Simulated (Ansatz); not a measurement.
# ScSn3Se: a trial structure relaxed

Aim: relax a trial structure of ScSn3Se and see where it ends.

Computed with Ansatz 0.2.0 (DFT PBE, scalar-relativistic, plane waves, PAW, unless a step's input says otherwise).

## (1) The structure to begin with

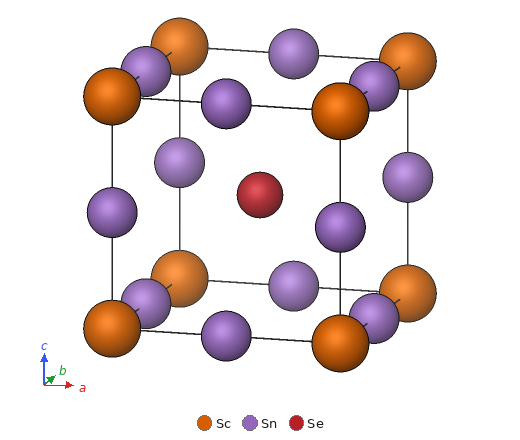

The starting structure, seen slightly off an axis (scandium orange, tin purple, selenium red). Atoms on the faces are drawn again on the opposite ones.

As a file:

```xyz
5
Lattice="5.4400 0.0000 0.0000 0.0000 5.4400 0.0000 0.0000 0.0000 5.4400" Properties=species:S:1:pos:R:3 pbc="T T T"
Sc    0.0000    0.0000    0.0000
Sn    2.7200    0.0000    0.0000
Sn    0.0000    2.7200    0.0000
Sn    0.0000    0.0000    2.7200
Se    2.7200    2.7200    2.7200
```

A structure generator made this guess: random cell by space group and Wyckoff sites (Pm-3m, No. 221). The dimensions are guesses.

## (2) A first look at the guess

Contents of input.yaml:

```yaml
crystal:
  lattice:
    - [5.43996254, 0.0, 0.0]
    - [0.0, 5.43996254, 0.0]
    - [0.0, 0.0, 5.43996254]
  atoms:
    - { symbol: Sc, position: [0.0, 0.0, 0.0] }
    - { symbol: Sn, position: [0.5, 0.0, 0.0] }
    - { symbol: Sn, position: [0.0, 0.5, 0.0] }
    - { symbol: Sn, position: [0.0, 0.0, 0.5] }
    - { symbol: Se, position: [0.5, 0.5, 0.5] }
basis:
  ecutwfc: 420
kpoints:
  mp_grid: { grid: [4, 4, 4] }
hamiltonian:
  xc: pbe
scf:
  occupations: { method: gaussian, width: 0.1 }
  lower_state_search: "off"
output:
  forces: true
  stress: true
  eigenvalues: true
```

Command:

```console
$ ansatz run input.yaml --threads 1 --pin off --max-ram 2560MiB --backend cpu --events-out ev --progress --plain --runs-dir out
```

Output (excerpt; [...] marks lines left out):

```text
[...]
SCF converged after 8 iterations
Free energy (F): -25675.207266 eV
[...]
E sigma→0 (E₀):  -25675.192553 eV
Entropy (-TS):   -0.029426 eV (-5.885 meV/atom)
Fermi energy:    6.786965 eV
[...]
--- Forces (eV/Å), atoms counted from 1 ---
  atom   1  Sc    -0.00000000     0.00000000     0.00000000
  atom   2  Sn     0.00000000    -0.00000000     0.00000000
  atom   3  Sn     0.00000000     0.00000000     0.00000000
  atom   4  Sn     0.00000000    -0.00000000     0.00000000
  atom   5  Se     0.00000000    -0.00000000     0.00000000
[...]
--- Stress (GPa, compression-positive) ---
        2.355218       0.000000       0.000000
        0.000000       2.355218       0.000000
        0.000000       0.000000       2.355218
  P = ⅓ Tr σ = 2.3552 GPa (23.552 kbar)
--- Band table (eV; the first three rows and the last of 10) ---
[...]
```

Run time: 5.2 s. Hardware: 1 thread of AMD EPYC 7R43 (Zen 3), shared host; peak memory 0.49 GiB.

The probe gives pressure 2.4 GPa, largest force 0.00 eV/Å, gap on this mesh none (metal). A guess like this is first relaxed loosely on the coarse mesh.

## (3) Rough relaxation on the coarse mesh

Changes to input.yaml since step 2:

```diff
@@ -24 +24,6 @@
   eigenvalues: true
+relax:
+  adjacent_minimum: "off"
+  f_tol: 0.04
+  max_steps: 70
+  cell: { stress_tol: 0.4 }
```

Command:

```console
$ ansatz run input.yaml --threads 1 --pin off --max-ram 2560MiB --backend cpu --events-out ev --progress --plain --runs-dir out
```

Output (excerpt; [...] marks lines left out):

```text
Warning: RAYON_NUM_THREADS=1 ignored (pool sized by the plan → 1); use --threads N
[...]
Pseudopotentials: kind: paw
Pseudopotential: Sc, paw, valence charge 11, recommended cutoff 420 eV (normal), Sc.paw.azcp
Pseudopotential: Sn, paw, valence charge 14, recommended cutoff 420 eV (normal), Sn.paw.azcp
Pseudopotential: Se, paw, valence charge 16, recommended cutoff 420 eV (normal), Se.paw.azcp
Functional definition: PBE
[...]
Crystal: 5 atoms, lattice volume = 160.986 Å³
Basis set: ecut = 420 eV, 3119 PW (Γ), exchange–correlation on 80×80×80 points (8 copies of the dense FFT grid, shifted against one another)
Bands: 42, of which v1, the nominal top of the filled ones, is band 35 counted from 1 (34 counted from 0)
Symmetry: 48 space group operations
Space group: Pm-3m (ITA 221), of the structure as read, at distance tolerance 5.4e-5 Å
k-points: 10 of 64
[...]
       -0.000000       0.000000       0.240491
  P = ⅓ Tr σ = 0.2405 GPa (2.405 kbar)
--- Band table (eV; the first three rows and the last of 10) ---
[...]
--- Relaxed structure (2 steps of the walk, 2 accepted, 1 SCFs on fresh bases) ---
  F+E_penalty+E_count = -25675.28127390 eV   max|allowed force component| = 9.004e-29 eV/Å   (the final SCF, on the basis selected at the relaxed cell)
  cell:  # Å, volume = 170.5490 Å³
    - [5.5456155549930175, 2.5679065925163143e-34, 0.0]
    - [2.5679065925163143e-34, 5.5456155549930175, 0.0]
    - [-1.4123486258839729e-33, 1.2839532962581572e-34, 5.5456155549930175]
  atoms:
    - { symbol: Sc, position: [4.814858016222003e-34, 9.91294297457471e-35, 2.5962469695314716e-35] }
    - { symbol: Sn, position: [0.49999999999999994, 2.879473911662177e-34, -9.440898071023532e-36] }
    - { symbol: Sn, position: [-3.5639390218113845e-34, 0.49999999999999994, -3.304314324858237e-35] }
    - { symbol: Sn, position: [-4.272006377138148e-34, -3.493132286278707e-34, 0.49999999999999994] }
    - { symbol: Se, position: [0.49999999999999994, 0.49999999999999994, 0.49999999999999994] }
```

Run time: 17 s. Hardware: 1 thread of AMD EPYC 7R43 (Zen 3), shared host; peak memory 0.51 GiB.

Relaxation path:

| step | E - E(step 1) (eV/cell) | largest force component (eV/Å) | pressure (GPa) | volume (Å³) |
| --- | --- | --- | --- | --- |
| 1 | 0.0000 | 0.0000 | 2.36 | 160.99 |
| 2 | -0.0729 | 0.0000 | 0.24 | 170.55 |
| 3 | -0.0740 | 0.0000 | 0.24 | 170.55 |

Step 1 is the start. Step 3 repeats the geometry before it on a plane-wave basis chosen anew for that cell, so its energy need not be comparable with the rows above.

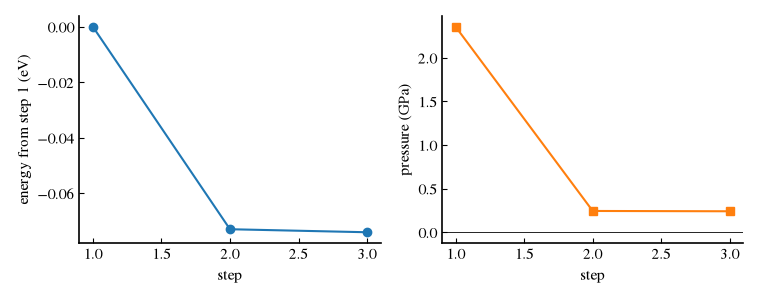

Energy and pressure along the relaxation.

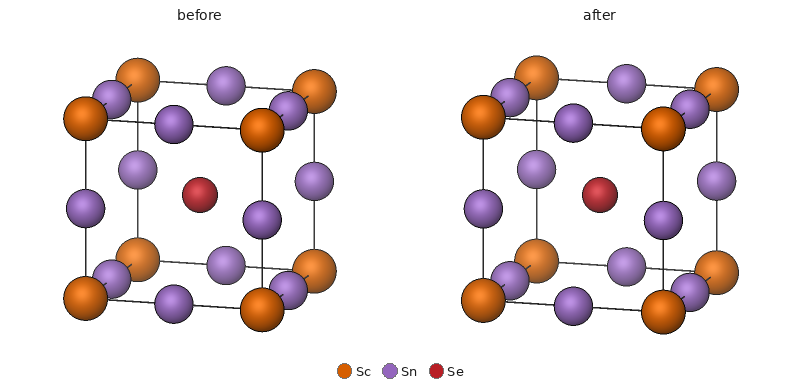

Before and after, at one scale.

|  | before | after | change |
| --- | --- | --- | --- |
| a (Å) | 5.440 | 5.546 | +1.9 % |
| b (Å) | 5.440 | 5.546 | +1.9 % |
| c (Å) | 5.440 | 5.546 | +1.9 % |
| volume (Å³/atom) | 32.20 | 34.11 | +5.9 % |
| shortest distance (Å) | 2.720 | 2.773 | +1.9 % |
| space group (0.01 Å) | Pm-3m | Pm-3m | same |

Forces and stress were held to the start's 48 operations: a distortion of lower symmetry was not tested.

## (4) Spin check on a coarse mesh

Contents of input.yaml:

```yaml
crystal:
  lattice:
    - [5.545615555, 0.0, 0.0]
    - [0.0, 5.545615555, 0.0]
    - [0.0, 0.0, 5.545615555]
  atoms:
    - { symbol: Sc, position: [0.0, 0.0, 0.0], spin: 1.0 }
    - { symbol: Sn, position: [0.5, 0.0, 0.0] }
    - { symbol: Sn, position: [0.0, 0.5, 0.0] }
    - { symbol: Sn, position: [0.0, 0.0, 0.5] }
    - { symbol: Se, position: [0.5, 0.5, 0.5] }
basis:
  ecutwfc: 420
kpoints:
  mp_grid: { grid: [4, 4, 4] }
hamiltonian:
  xc: pbe
scf:
  occupations: { method: gaussian, width: 0.1 }
  lower_state_search: "off"
output:
  forces: true
  stress: true
  eigenvalues: true
  populations: true
magnetization:
  spin_polarized: true
```

Command:

```console
$ ansatz run input.yaml --threads 1 --pin off --max-ram 2560MiB --backend cpu --events-out ev --progress --plain --runs-dir out
```

Output (excerpt; [...] marks lines left out):

```text
[...]
SCF converged after 19 iterations
Magnetization: 0.0002 μB (34.5001 up, 34.4999 down)
Absolute magnetization: 0.0002 μB (∫|ρ↑−ρ↓|, with the PAW one-centre terms)
Spin contamination: 0.0000 ħ² per cell (⟨S²⟩ above its minimum at these occupations)
Per-site moments (μB) at R_I (Å): [(4.24505095394148e-5, 1.1437832082187502), (1.0514489130463093e-5, 1.1437832082187502), (1.0514489131062481e-5, 1.1437832082187502), (1.0514489130439171e-5, 1.1437832082187502), (2.2479104025493327e-5, 1.617553725477566)]
Free energy (F): -25675.281274 eV
[...]
E sigma→0 (E₀):  -25675.263642 eV
Entropy (-TS):   -0.035264 eV (-7.053 meV/atom)
Fermi energy:    6.149229 eV
[...]
--- Forces (eV/Å), atoms counted from 1 ---
  atom   1  Sc    -0.00000000    -0.00000000    -0.00000000
  atom   2  Sn     0.00000000    -0.00000000     0.00000000
  atom   3  Sn     0.00000000     0.00000000     0.00000000
  atom   4  Sn     0.00000000    -0.00000000     0.00000000
  atom   5  Se     0.00000000     0.00000000     0.00000000
[...]
--- Stress (GPa, compression-positive) ---
        0.240520       0.000000       0.000000
        0.000000       0.240520       0.000000
        0.000000       0.000000       0.240520
  P = ⅓ Tr σ = 0.2405 GPa (2.405 kbar)
--- Band table (eV; the first three rows and the last of 20) ---
[...]
--- Löwdin populations: 5 sites ---
  site symbol       q [e]    m [muB]
     0     Sc     10.5314     0.0001
     1     Sn     13.9961     0.0000
     2     Sn     13.9961     0.0000
     3     Sn     13.9961     0.0000
     4     Se     16.3480     0.0000
  spilling = 0.001917 (of n_electrons = 69.000000)
```

Wall time 20 s (1 thread of AMD EPYC 7R43 (Zen 3), shared host); peak memory 0.55 GiB.

By site:

```tsv
atom	Löwdin electrons
Sc1	10.53
Sn2	14.00
Sn3	14.00
Sn4	14.00
Se5	16.35
```

The same cell is solved with trial moments on Sc. The largest site moment that stays is 0.00 μB and the cell's total 0.00 μB. The workflow keeps spin only above 0.25 μB on a site, so the next run goes without spin.

## (5) Relaxation on the finer mesh

The end of the coarse run is made exact in the group found at a tolerance of 0.06 Å and reduced to its primitive cell.

Contents of input.yaml:

```yaml
crystal:
  lattice:
    - [5.545615555, 0.0, 0.0]
    - [0.0, 5.545615555, 0.0]
    - [0.0, 0.0, 5.545615555]
  atoms:
    - { symbol: Sc, position: [0.0, 0.0, 0.0] }
    - { symbol: Sn, position: [0.5, 0.0, 0.0] }
    - { symbol: Sn, position: [0.0, 0.5, 0.0] }
    - { symbol: Sn, position: [0.0, 0.0, 0.5] }
    - { symbol: Se, position: [0.5, 0.5, 0.5] }
basis:
  ecutwfc: 420
kpoints:
  mp_grid: { grid: [8, 8, 8] }
hamiltonian:
  xc: pbe
scf:
  occupations: { method: gaussian, width: 0.1 }
output:
  forces: true
  stress: true
  eigenvalues: true
relax:
  adjacent_minimum: "off"
  f_tol: 0.01
  max_steps: 80
  cell: { stress_tol: 0.05 }
```

Command:

```console
$ ansatz run input.yaml --threads 1 --pin off --max-ram 2560MiB --backend cpu --events-out ev --progress --plain --runs-dir out
```

Output (excerpt; [...] marks lines left out):

```text
Warning: RAYON_NUM_THREADS=1 ignored (pool sized by the plan → 1); use --threads N
[...]
Pseudopotentials: kind: paw
Pseudopotential: Sc, paw, valence charge 11, recommended cutoff 420 eV (normal), Sc.paw.azcp
Pseudopotential: Sn, paw, valence charge 14, recommended cutoff 420 eV (normal), Sn.paw.azcp
Pseudopotential: Se, paw, valence charge 16, recommended cutoff 420 eV (normal), Se.paw.azcp
Functional definition: PBE
[...]
Crystal: 5 atoms, lattice volume = 170.549 Å³
Basis set: ecut = 420 eV, 3287 PW (Γ), exchange–correlation on 80×80×80 points (8 copies of the dense FFT grid, shifted against one another)
Bands: 42, of which v1, the nominal top of the filled ones, is band 35 counted from 1 (34 counted from 0)
Symmetry: 48 space group operations
Space group: Pm-3m (ITA 221), of the structure as read, at distance tolerance 5.5e-5 Å
k-points: 35 of 512
[...]
        0.000000       0.000292      -0.000000
       -0.000000      -0.000000       0.000292
  P = ⅓ Tr σ = 0.0003 GPa (0.003 kbar)
--- Band table (eV; the first three rows and the last of 35) ---
[...]
--- Relaxed structure (3 steps of the walk, 3 accepted, 1 SCFs on fresh bases) ---
  F+E_penalty+E_count = -25675.30030356 eV   max|allowed force component| = 8.415e-30 eV/Å   (the final SCF, on the basis selected at the relaxed cell)
  cell:  # Å, volume = 172.1931 Å³
    - [5.563378634175346, -1.2839532962581572e-34, 1.9259299443872356e-34]
    - [-6.419766481290786e-35, 5.563378634175346, 1.6049416203226965e-35]
    - [1.9259299443872356e-34, 1.6049416203226965e-35, 5.563378634175346]
  atoms:
    - { symbol: Sc, position: [-1.3819198538038552e-35, 2.8669410579782793e-36, 1.067189415897782e-36] }
    - { symbol: Sn, position: [0.5, 1.8155786037493295e-36, -1.0852773720846948e-37] }
    - { symbol: Sn, position: [-7.307534305515772e-36, 0.5, 1.6279160581402372e-37] }
    - { symbol: Sn, position: [-6.222256933394205e-36, 1.7251388227241745e-36, 0.5] }
    - { symbol: Se, position: [0.5, 0.5, 0.5] }
```

It took 67 s on 1 thread of AMD EPYC 7R43 (Zen 3), shared host; peak memory 0.61 GiB.

Relaxation path:

```
step  E - E(step 1) (eV/cell)  largest force component (eV/Å)  pressure (GPa)  volume (Å³)
   1                   0.0000                          0.0000            0.31       170.55
   2                  -0.0014                          0.0000            0.06       171.87
   3                  -0.0014                          0.0000            0.00       172.19
   4                  -0.0016                          0.0000            0.00       172.19
```

Step 1 is the start. Step 4 repeats the geometry before it on a plane-wave basis chosen anew for that cell, so its energy need not be comparable with the rows above.

|  | before | after | change |
| --- | --- | --- | --- |
| a (Å) | 5.546 | 5.563 | +0.3 % |
| b (Å) | 5.546 | 5.563 | +0.3 % |
| c (Å) | 5.546 | 5.563 | +0.3 % |
| volume (Å³/atom) | 34.11 | 34.44 | +1.0 % |
| shortest distance (Å) | 2.773 | 2.782 | +0.3 % |
| space group (0.01 Å) | Pm-3m | Pm-3m | same |

The run keeps the 48 symmetry operations of the start, so it could not have lowered the symmetry.

## (6) Outcome

| quantity | value |
| --- | --- |
| symmetry at the end (tolerance 0.05 Å) | space group Pm-3m (No. 221) |
| conventional cell | a = 5.563 Å, b = 5.563 Å, c = 5.563 Å, α = 90.00°, β = 90.00°, γ = 90.00° |
| volume | 34.44 Å³/atom |
| energy over the elements, grey Sn | +0.45 eV/atom |
| gap on the mesh | none (metal) |

The space group Pm-3m (No. 221) is kept, and the volume per atom grows by 7.0 % from the first guess. The formation energy is positive, so the separate elements lie lower. No finished test with a distortion of lower symmetry is shown, so the end may be a saddle point. A spin-polarised run here lost its starting moments, which speaks against magnetism, though one start doesn't rule it out. Other magnetic orders were not searched.
